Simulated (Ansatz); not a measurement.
CH₈AlFN₂Si: geometry relaxation (part 1 of 2)

System: CH₈AlFN₂Si.
Method: RKS PBE0-D4/def2-SVP (Ansatz 0.2.0).

It belongs to a series of runs on one base structure; here: end point A relaxed. Figures and captions count atoms from 1; the log counts them from 0 in places.

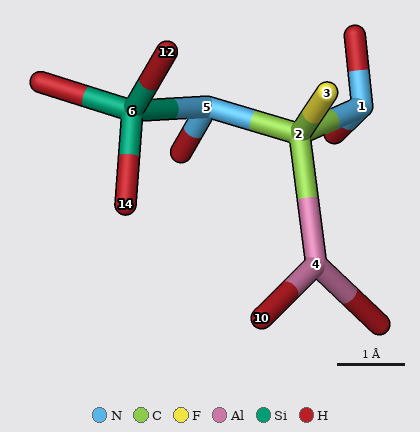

**Figure 1.** The starting structure (stick view, seen at a tilt; atoms are numbered from 1 in the order of the input). Sticks mark near contacts. Bond lengths as drawn: Al–C 1.99 Å, Al–H 1.61 to 1.63 Å, C–F 1.36 Å, C–N 1.48 to 1.49 Å, H–N 1.06 to 1.07 Å, H–Si 1.49 to 1.51 Å and N–Si 1.83 Å.

## Input file
```yaml
crystal:
  periodic: [false, false, false]
  atoms:
    - { symbol: "N", position_ang: [0.4131, -2.0069, -0.8265] }
    - { symbol: C, position_ang: [0.4133, -0.6892, -0.1284] }
    - { symbol: F, position_ang: [1.7174, -0.3477, 0.0406] }
    - { symbol: Al, position_ang: [-0.33, -0.9572, 1.7027] }
    - { symbol: "N", position_ang: [-0.2713, 0.3382, -0.942] }
    - { symbol: Si, position_ang: [0.0751, 2.0478, -0.3831] }
    - { symbol: H, position_ang: [-0.6062, -2.1895, -1.0515] }
    - { symbol: H, position_ang: [0.8938, -1.8303, -1.7617] }
    - { symbol: H, position_ang: [-0.992, -2.3802, 2.1435] }
    - { symbol: H, position_ang: [-0.4522, 0.2371, 2.7773] }
    - { symbol: H, position_ang: [-1.317, 0.1993, -0.8383] }
    - { symbol: H, position_ang: [1.5394, 2.3034, -0.4406] }
    - { symbol: H, position_ang: [-0.676, 3.0038, -1.2777] }
    - { symbol: H, position_ang: [-0.4203, 2.2422, 1.0144] }
basis:
  gaussian: { orbitals: def2-SVP }
hamiltonian:
  xc: pbe0
  dispersion: d4
relax:
  f_tol: 0.015
  max_steps: 40
```

Hardware: 2 threads of Intel Xeon @ 2.50GHz (Skylake/Cascade Lake), 16 GiB of memory available, shared host.

Run as:
```bash
ansatz run input.yaml --threads 2 --pin off --max-ram 3072MiB --backend cpu --events-out ev --progress --plain --runs-dir out
```

## The program's output
```
The last accepted step is kept in [file] (removed where the run ends without a failure and the disk answers)
Engine: ansatz 0.2.0, x86_64-unknown-linux-gnu
Functional definition: PBE0
  parameter a = 0.25
  parameter kappa = 0.804
  parameter beta = 0.06672455060314922
  exchange = (1 - a)*pbe_x(kappa = kappa, mu = beta*pi^2/3) + a*exact_x
  correlation = pbe_c(beta = beta)
1418 factors; integrals over basis functions are off by at most 3.0e-4 eV
mean field evaluation 1: about -21307.6220 eV, gradient 5.6e1 eV
mean field evaluation 2: about -21296.8917 eV, gradient 8.5e1 eV
mean field evaluation 4: about -21313.9746 eV, gradient 5.5e0 eV
mean field evaluation 8: about -21314.0616 eV, gradient 1.1e-1 eV
mean field evaluation 16: about -21314.0617 eV, gradient 3.8e-5 eV
mean field -21314.06165546 eV, -783.2773186484 hartree, gradient 3.8e-5 eV, S^2 0.000000; 0 other end points of the search recorded, 0 dependent functions left out
the calculation of the forces begins
reference -21314.06169062 eV, -783.2773199403 hartree; 32, 32 occupied and 100, 100 virtual orbitals, 1418 factors
relax step   1: F+E_penalty+E_count = -21314.35140802 eV  Δ(F+E_penalty+E_count) = +0.000e0 eV  max|allowed force component| = 1.765e0 eV/Å  Δτ_max = 0.0000 Å  (26 SCF iters, accepted)
these checks for a lower state are left out or cut short: starts, cluster_reference, orbital_swaps, neighbouring_geometries, increment
1418 factors; integrals over basis functions are off by at most 3.1e-4 eV
mean field -21314.38874251 eV, -783.2893388757 hartree, gradient 1.9e-5 eV, S^2 0.000000; 0 other end points of the search recorded, 0 dependent functions left out
[... from here on the field's lines of each further geometry are left out, up to the last ...]
relax step   2: F+E_penalty+E_count = -21314.67573876 eV  Δ(F+E_penalty+E_count) = -3.243e-1 eV  max|allowed force component| = 1.177e0 eV/Å  Δτ_max = 0.1378 Å  (30 SCF iters, accepted)
relax step   3: F+E_penalty+E_count = -21314.84459395 eV  Δ(F+E_penalty+E_count) = -1.689e-1 eV  max|allowed force component| = 6.065e-1 eV/Å  Δτ_max = 0.1536 Å  (30 SCF iters, accepted)
relax step   4: F+E_penalty+E_count = -21314.92022758 eV  Δ(F+E_penalty+E_count) = -7.563e-2 eV  max|allowed force component| = 5.452e-1 eV/Å  Δτ_max = 0.1410 Å  (29 SCF iters, accepted)
relax step   5: F+E_penalty+E_count = -21314.95521219 eV  Δ(F+E_penalty+E_count) = -3.498e-2 eV  max|allowed force component| = 4.278e-1 eV/Å  Δτ_max = 0.2000 Å  (29 SCF iters, accepted)
relax step   6: F+E_penalty+E_count = -21314.98417542 eV  Δ(F+E_penalty+E_count) = -2.896e-2 eV  max|allowed force component| = 4.933e-1 eV/Å  Δτ_max = 0.2000 Å  (29 SCF iters, accepted)
relax step   7: F+E_penalty+E_count = -21315.00224575 eV  Δ(F+E_penalty+E_count) = -1.807e-2 eV  max|allowed force component| = 3.075e-1 eV/Å  Δτ_max = 0.0791 Å  (30 SCF iters, accepted)
relax step   8: F+E_penalty+E_count = -21315.02285052 eV  Δ(F+E_penalty+E_count) = -2.060e-2 eV  max|allowed force component| = 3.694e-1 eV/Å  Δτ_max = 0.1237 Å  (29 SCF iters, accepted)
relax step   9: F+E_penalty+E_count = -21315.02188052 eV  Δ(F+E_penalty+E_count) = +9.700e-4 eV  max|allowed force component| = 1.001e0 eV/Å  Δτ_max = 0.1888 Å  (29 SCF iters, rejected (line search))
relax step  10: F+E_penalty+E_count = -21315.05397936 eV  Δ(F+E_penalty+E_count) = -3.113e-2 eV  max|allowed force component| = 2.615e-1 eV/Å  Δτ_max = 0.0942 Å  (31 SCF iters, accepted)
relax step  11: F+E_penalty+E_count = -21315.09127029 eV  Δ(F+E_penalty+E_count) = -3.729e-2 eV  max|allowed force component| = 3.043e-1 eV/Å  Δτ_max = 0.0970 Å  (29 SCF iters, accepted)
relax step  12: F+E_penalty+E_count = -21315.15170735 eV  Δ(F+E_penalty+E_count) = -6.044e-2 eV  max|allowed force component| = 6.866e-1 eV/Å  Δτ_max = 0.1450 Å  (28 SCF iters, accepted)
relax step  13: F+E_penalty+E_count = -21315.27390232 eV  Δ(F+E_penalty+E_count) = -1.222e-1 eV  max|allowed force component| = 6.755e-1 eV/Å  Δτ_max = 0.1951 Å  (28 SCF iters, accepted)
relax step  14: F+E_penalty+E_count = -21315.38712773 eV  Δ(F+E_penalty+E_count) = -1.132e-1 eV  max|allowed force component| = 5.240e-1 eV/Å  Δτ_max = 0.1928 Å  (28 SCF iters, accepted)
relax step  15: F+E_penalty+E_count = -21315.44844504 eV  Δ(F+E_penalty+E_count) = -6.132e-2 eV  max|allowed force component| = 1.852e-1 eV/Å  Δτ_max = 0.1951 Å  (28 SCF iters, accepted)
relax step  16: F+E_penalty+E_count = -21315.45331989 eV  Δ(F+E_penalty+E_count) = -4.875e-3 eV  max|allowed force component| = 3.459e-1 eV/Å  Δτ_max = 0.2000 Å  (29 SCF iters, accepted)
relax step  17: F+E_penalty+E_count = -21315.47265623 eV  Δ(F+E_penalty+E_count) = -1.934e-2 eV  max|allowed force component| = 2.634e-1 eV/Å  Δτ_max = 0.0928 Å  (28 SCF iters, accepted)
relax step  18: F+E_penalty+E_count = -21315.48381213 eV  Δ(F+E_penalty+E_count) = -1.116e-2 eV  max|allowed force component| = 4.052e-1 eV/Å  Δτ_max = 0.0796 Å  (28 SCF iters, accepted)
relax step  19: F+E_penalty+E_count = -21315.49859073 eV  Δ(F+E_penalty+E_count) = -1.478e-2 eV  max|allowed force component| = 6.004e-1 eV/Å  Δτ_max = 0.0855 Å  (29 SCF iters, accepted)
relax step  20: F+E_penalty+E_count = -21315.51255742 eV  Δ(F+E_penalty+E_count) = -1.397e-2 eV  max|allowed force component| = 1.316e0 eV/Å  Δτ_max = 0.1037 Å  (29 SCF iters, accepted)
relax step  21: F+E_penalty+E_count = -21315.59240555 eV  Δ(F+E_penalty+E_count) = -7.985e-2 eV  max|allowed force component| = 7.145e-1 eV/Å  Δτ_max = 0.2000 Å  (28 SCF iters, accepted)
relax step  22: F+E_penalty+E_count = -21315.61775398 eV  Δ(F+E_penalty+E_count) = -2.535e-2 eV  max|allowed force component| = 3.962e-1 eV/Å  Δτ_max = 0.0670 Å  (28 SCF iters, accepted)
relax step  23: F+E_penalty+E_count = -21315.62249270 eV  Δ(F+E_penalty+E_count) = -4.739e-3 eV  max|allowed force component| = 8.570e-2 eV/Å  Δτ_max = 0.0335 Å  (29 SCF iters, accepted)
relax step  24: F+E_penalty+E_count = -21315.62301551 eV  Δ(F+E_penalty+E_count) = -5.228e-4 eV  max|allowed force component| = 4.551e-2 eV/Å  Δτ_max = 0.0166 Å  (31 SCF iters, accepted)
the calculation of the forces begins
reference -21315.32389783 eV, -783.3237051996 hartree; 32, 32 occupied and 100, 100 virtual orbitals, 1418 factors
relax step  25: F+E_penalty+E_count = -21315.62309550 eV  Δ(F+E_penalty+E_count) = -8.000e-5 eV  max|allowed force component| = 9.452e-3 eV/Å  Δτ_max = 0.0030 Å  (23 SCF iters, accepted)
1418 factors; integrals over basis functions are off by at most 3.9e-4 eV
mean field evaluation 192: about -21315.2883 eV, gradient 4.7e-1 eV
```

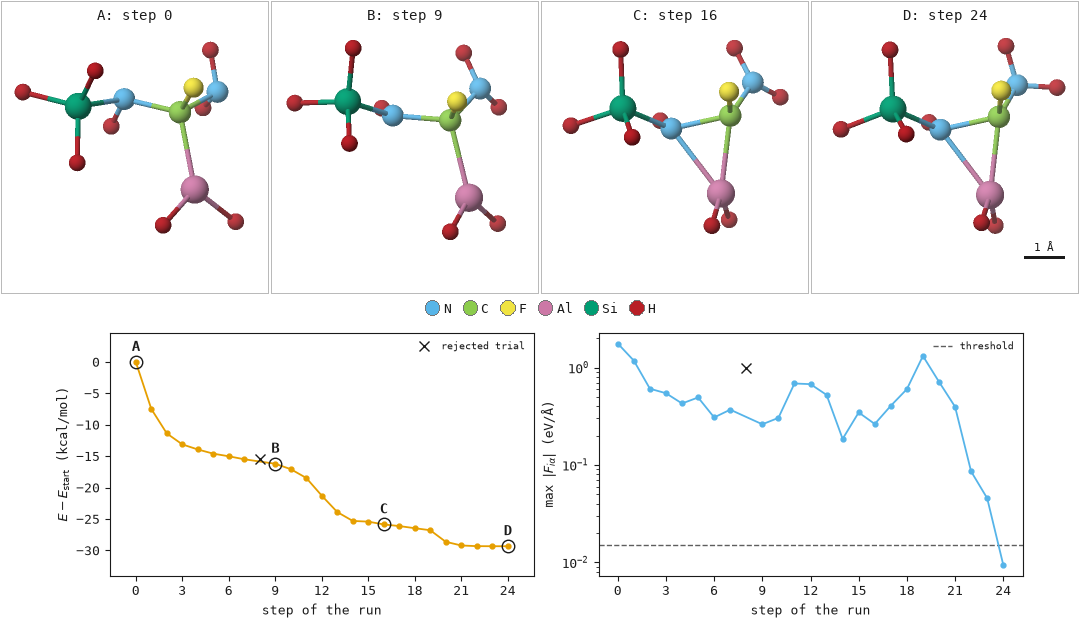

**Figure 2.** Frames of the relaxation (ball-and-stick view, seen at a tilt) above the curves, on which the letters mark them (the first geometry is step 0 here and step 1 in the log).

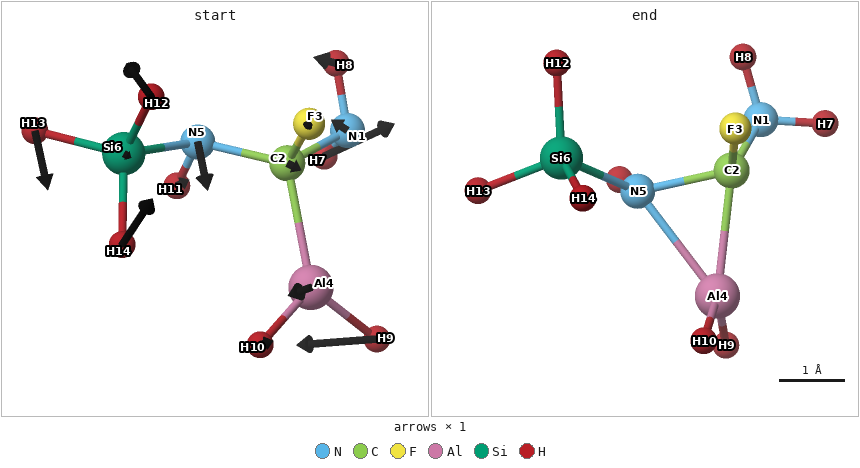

**Figure 3.** Before (left) and after (right) the relaxation, at one scale (ball-and-stick view, seen at a tilt). The black arrows give the displacements, at true length. After 24 geometry steps the energy has fallen by 29.3 kcal/mol. The largest force component goes from 1.8 to 0.0095 eV/Å. The line search rejected the trial step at point 8 (counted from 0) and went back. The largest moves after the best rigid fit, 1.44 Å, are those of H7 and H9. By element the largest moves are H 1.44 Å, N 0.80 Å, Al 0.48 Å, C 0.25 Å, Si 0.14 Å, F 0.12 Å. Among the contacts that change: Al4–N5 2.945 → 2.063 Å, N1–C2 1.491 → 1.392 Å, C2–F3 1.359 → 1.407 Å, N1–H7 1.060 → 1.014 Å. New bonds form: Al4–N5 (2.95 → 2.06 Å). Among the angles that change: Al4–C2–N5 115.2° → 71.2°, N1–C2–Al4 108.1° → 127.1°, F3–C2–Al4 106.1° → 117.9°. (Atoms are counted from 1 in the order of the input.)

```
mean field -21315.32386365 eV, -783.3237039438 hartree, gradient 1.1e-5 eV, S^2 0.000000; 1 other end points of the search recorded, 0 dependent functions left out
the calculation of the forces begins
reference -21315.32389783 eV, -783.3237051996 hartree; 32, 32 occupied and 100, 100 virtual orbitals, 1418 factors
Total energy: -21315.62312968 eV, -783.3347017674 hartree
Atom 0 at     0.449502    -1.776716    -1.023608 Å, force     0.000945     0.000158    -0.006514 eV/Å
Atom 1 at     0.468955    -0.876518     0.037928 Å, force     0.009449     0.009452     0.003976 eV/Å
Atom 2 at     1.706157    -0.220122     0.172031 Å, force    -0.003250    -0.004172     0.000250 eV/Å
Atom 3 at    -0.783277    -0.804537     1.560980 Å, force    -0.000781    -0.005924     0.003871 eV/Å
Atom 4 at    -0.514113     0.248622    -0.192418 Å, force    -0.003612     0.002473    -0.004187 eV/Å
Atom 5 at     0.055867     1.943410    -0.299202 Å, force    -0.000415     0.000568    -0.000198 eV/Å
Atom 6 at     0.792491    -2.695681    -0.766001 Å, force    -0.000246    -0.003032     0.002910 eV/Å
Atom 7 at     0.952397    -1.438057    -1.846077 Å, force    -0.002506    -0.000251     0.000340 eV/Å
Atom 8 at    -2.091937    -1.702328     1.498784 Å, force    -0.000528    -0.000692     0.000273 eV/Å
Atom 9 at    -0.357369     0.090314     2.800149 Å, force     0.000053     0.000395    -0.000478 eV/Å
Atom 10 at    -1.179502    -0.016035    -0.920648 Å, force    -0.000888     0.000209    -0.000383 eV/Å
Atom 11 at     0.971071     2.158333    -1.456828 Å, force     0.001161    -0.000935     0.000020 eV/Å
Atom 12 at    -1.189820     2.735694    -0.514368 Å, force     0.000938     0.000183     0.000173 eV/Å
Atom 13 at     0.706681     2.324421     0.977978 Å, force    -0.000322     0.001569    -0.000052 eV/Å
Dipole moment:     0.041067    -0.020177    -0.555147 e Å
```

## Trajectory as extended XYZ (Å, eV, eV/Å), 25 frames, from step=1 to step=25
```
14
Properties=species:S:1:pos:R:3:forces:R:3 step=1 energy=-21314.35141
N     0.4131   -2.0069   -0.8265   -0.5963   1.4361  -0.7797
C     0.4133   -0.6892   -0.1284   -1.5602  -1.7651  -0.8596
F     1.7174   -0.3477    0.0406    0.7250   0.5678  -0.2630
Al   -0.3300   -0.9572    1.7027   -0.4711  -0.5276   0.8628
N    -0.2713    0.3382   -0.9420   -0.4621   1.0676   1.0513
Si    0.0751    2.0478   -0.3831   -0.2980  -0.6447  -0.6363
H    -0.6062   -2.1895   -1.0515    1.5200   0.0275   0.1601
H     0.8938   -1.8303   -1.7617   -0.8264  -0.3017   1.1945
H    -0.9920   -2.3802    2.1435    0.1853   0.3799  -0.2214
H    -0.4522    0.2371    2.7773    0.1750  -0.1459  -0.2369
H    -1.3170    0.1993   -0.8383    1.4739   0.0606  -0.3930
H     1.5394    2.3034   -0.4406   -0.0729   0.0298  -0.0496
H    -0.6760    3.0038   -1.2777    0.1440  -0.2741   0.1253
H    -0.4203    2.2422    1.0144    0.0639   0.0898   0.0453
14
Properties=species:S:1:pos:R:3:forces:R:3 step=2 energy=-21314.67574
N     0.4166   -1.9720   -0.8109   -0.6052   0.9561  -0.2196
C     0.3500   -0.7027   -0.0759   -0.6519  -0.7618  -1.1775
F     1.6576   -0.3214    0.0977    0.5936   0.2622   0.2934
Al   -0.3756   -1.0692    1.7689   -0.0234   0.0797   0.1337
N    -0.2421    0.3743   -0.8980   -0.7172   0.4709   0.7701
Si    0.0852    2.0872   -0.4188   -0.0283  -0.8317  -0.1943
H    -0.5604   -2.2563   -1.0087    0.6645  -0.0224   0.1540
H     0.8241   -1.7469   -1.7416   -0.2178  -0.1750   0.5032
H    -1.0226   -2.4820    2.1280    0.0060   0.0736  -0.0364
H    -0.3628    0.1389    2.8142    0.0509  -0.1402  -0.0240
H    -1.2738    0.2332   -0.9508    0.9187   0.0507  -0.1772
H     1.5414    2.3637   -0.5161   -0.0118   0.0561  -0.0441
H    -0.6790    2.9804   -1.3449   -0.0070  -0.1324   0.0201
H    -0.3715    2.3435    0.9855    0.0290   0.1143  -0.0013
14
Properties=species:S:1:pos:R:3:forces:R:3 step=3 energy=-21314.84459
N     0.4149   -1.9266   -0.8100   -0.3603   0.2868   0.0008
C     0.3039   -0.7056   -0.0718   -0.2338  -0.0006  -0.1786
F     1.6132   -0.2905    0.1835    0.2498   0.0019   0.2691
Al   -0.4087   -1.1130    1.7839    0.2077   0.2526  -0.1056
N    -0.2364    0.4059   -0.8540   -0.6065  -0.1306   0.3052
Si    0.1015    2.0837   -0.4231    0.0706  -0.1066  -0.0609
H    -0.5168   -2.3115   -0.9752    0.1317  -0.1074   0.1658
H     0.7830   -1.6960   -1.7325    0.1828  -0.0238  -0.2434
H    -1.0726   -2.5110    2.0937   -0.1168  -0.1304   0.0184
H    -0.2775    0.0314    2.8833    0.0048  -0.0755  -0.0167
H    -1.2342    0.2554   -1.0555    0.4869   0.0341  -0.0727
H     1.5435    2.4070   -0.5971   -0.0305   0.0065   0.0018
H    -0.7132    2.8937   -1.3747   -0.0501   0.0247  -0.0004
H    -0.3137    2.4480    0.9782    0.0636  -0.0316  -0.0828
14
Properties=species:S:1:pos:R:3:forces:R:3 step=4 energy=-21314.92023
N     0.4321   -1.8783   -0.8179   -0.4736  -0.1592  -0.2305
C     0.2692   -0.7006   -0.0483    0.0931   0.1186   0.1520
F     1.5742   -0.2620    0.2960   -0.0255  -0.0098   0.0981
Al   -0.4187   -1.1553    1.8031    0.0638   0.1413  -0.1569
N    -0.2527    0.4226   -0.8004   -0.5452  -0.1431  -0.0508
Si    0.1111    2.0976   -0.4614    0.1052   0.1380   0.2343
H    -0.4548   -2.3849   -0.9175    0.3901   0.1087   0.1358
H     0.7552   -1.6326   -1.7580    0.0440  -0.0437  -0.0073
H    -1.1703   -2.5347    2.0505   -0.0268  -0.0221   0.0100
H    -0.2112   -0.0732    2.9507    0.0000  -0.0699  -0.0296
H    -1.2059    0.2574   -1.1363    0.3781  -0.0077   0.0380
H     1.5429    2.4353   -0.6983   -0.0483  -0.0062  -0.0792
H    -0.7714    2.8722   -1.3878    0.0256  -0.0134   0.0159
H    -0.2126    2.5074    0.9543    0.0193  -0.0314  -0.1296
14
Properties=species:S:1:pos:R:3:forces:R:3 step=5 energy=-21314.95521
N     0.4572   -1.8454   -0.8119    0.2194   0.3916   0.1641
C     0.2668   -0.6866   -0.0200   -0.0178  -0.2831  -0.2538
F     1.5524   -0.2266    0.3710   -0.0163   0.1977  -0.1072
Al   -0.4628   -1.1547    1.7586   -0.0745  -0.1021   0.4278
N    -0.3059    0.4318   -0.7370    0.3284   0.2382   0.2793
Si    0.1226    2.1110   -0.4491   -0.1017  -0.2120  -0.2437
H    -0.3515   -2.4460   -0.8352   -0.2178  -0.2417  -0.0369
H     0.7635   -1.6057   -1.7527   -0.0064  -0.0475  -0.1940
H    -1.2894   -2.5025    1.9574   -0.0535  -0.0031  -0.0283
H    -0.1911   -0.1579    2.9631   -0.0421   0.0103  -0.0101
H    -1.1797    0.2131   -1.1967   -0.0540   0.0104  -0.0708
H     1.5093    2.4297   -0.8954   -0.0230   0.0292   0.0486
H    -0.8530    2.8626   -1.2955    0.0065   0.0587   0.0079
H    -0.0514    2.5481    0.9720    0.0527  -0.0465   0.0170
14
Properties=species:S:1:pos:R:3:forces:R:3 step=6 energy=-21314.98418
N     0.5076   -1.7961   -0.8271   -0.2692  -0.0106  -0.2992
C     0.2680   -0.6837   -0.0055    0.2543   0.2166   0.0859
F     1.5325   -0.1330    0.4129   -0.1419  -0.0753  -0.1207
Al   -0.4693   -1.1985    1.7847   -0.2158   0.1445   0.1349
N    -0.3468    0.4422   -0.6820   -0.3819  -0.4933  -0.0824
Si    0.1180    2.1080   -0.4756    0.1965   0.1277   0.0983
H    -0.1957   -2.5263   -0.7388    0.1774   0.0640  -0.0468
H     0.6590   -1.5531   -1.8114    0.0468  -0.0578   0.1931
H    -1.4401   -2.4582    1.9466    0.0673  -0.0353  -0.1025
H    -0.2052   -0.2542    3.0300    0.0427   0.0232  -0.0155
H    -1.1049    0.1831   -1.3163    0.2970   0.1298   0.2566
H     1.4727    2.4274   -1.0241   -0.0734   0.0483  -0.0052
H    -0.9063    2.8959   -1.2338    0.0247  -0.0506   0.0302
H     0.0976    2.5175    0.9693   -0.0243  -0.0313  -0.1267
14
Properties=species:S:1:pos:R:3:forces:R:3 step=7 energy=-21315.00225
N     0.4987   -1.7990   -0.8252   -0.2195  -0.0563  -0.0628
C     0.2675   -0.6898    0.0100    0.2712  -0.0648   0.0202
F     1.5339   -0.1476    0.4129   -0.0643  -0.0208  -0.0929
Al   -0.4999   -1.1705    1.7961   -0.0571  -0.1041  -0.0563
N    -0.3499    0.4312   -0.6574   -0.3075  -0.0032  -0.0945
Si    0.1363    2.0995   -0.4763   -0.0007   0.0396   0.0070
H    -0.2183   -2.5207   -0.7688    0.2235   0.1323  -0.0210
H     0.7034   -1.5481   -1.7964   -0.0401  -0.0314   0.1554
H    -1.4100   -2.4877    1.8796    0.0198   0.0929   0.0425
H    -0.2223   -0.2144    3.0305   -0.0530  -0.0129  -0.0140
H    -1.1356    0.1779   -1.2547    0.2350   0.1092   0.1384
H     1.4697    2.4426   -1.0633   -0.0599  -0.0355   0.0301
H    -0.9094    2.8727   -1.2188    0.0161  -0.0237   0.0128
H     0.1231    2.5249    0.9605    0.0365  -0.0212  -0.0649
```
